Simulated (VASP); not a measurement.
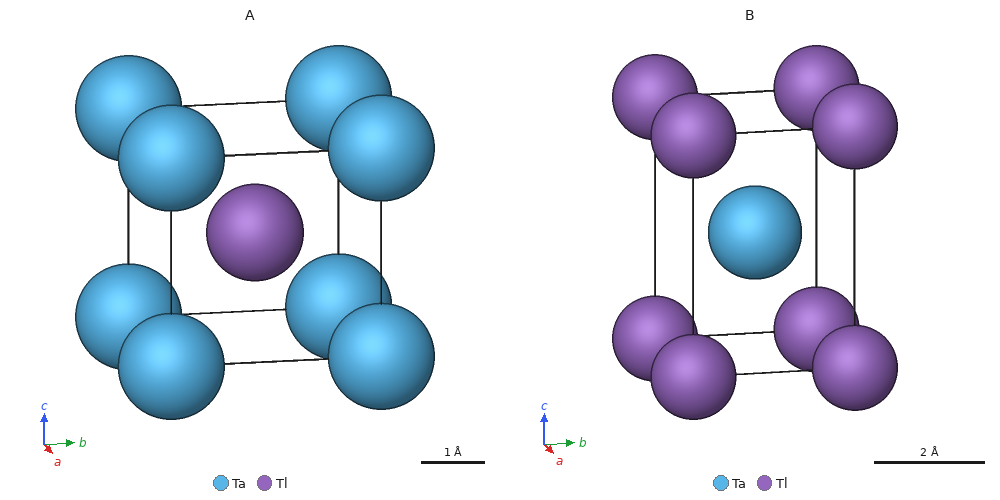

Two structures of TaTl, each relaxed (cell and atoms) at zero pressure; conventional cells in solid outline, small ones repeated, each panel with its own scale. Alike in all runs: VASP 6.6.1; functional PBE; VASP's PAW PBE potentials, release 64 (Ta_pv, Tl_d); cutoff 600 eV; occupations methfessel-paxton, width 0.1 eV; no spin polarisation; no spin-orbit coupling. The k meshes have like spacings.

Give the type and space group of each panel.

Answer. A: caesium chloride (CsCl, B2) type, Pm-3m; B: CuAu (L1₀) type, P4/mmm.

Rank them by energy, lowest first.

Answer. B, then A (+171 meV/atom), static energies at zero smearing.

Collect the results in a table.

Answer.
| panel | space group | E − E(lowest) (meV/atom) | volume (Å³/atom) |
| --- | --- | --- | --- |
| B | P4/mmm | 0 | 20.7 |
| A | Pm-3m | 171 | 20.3 |

The starts are database entries or structure types tried for this composition, and the most stable form need not be among them.

Caveat: spin-orbit coupling is left out, which matters for Ta and Tl, in volumes and forces too.
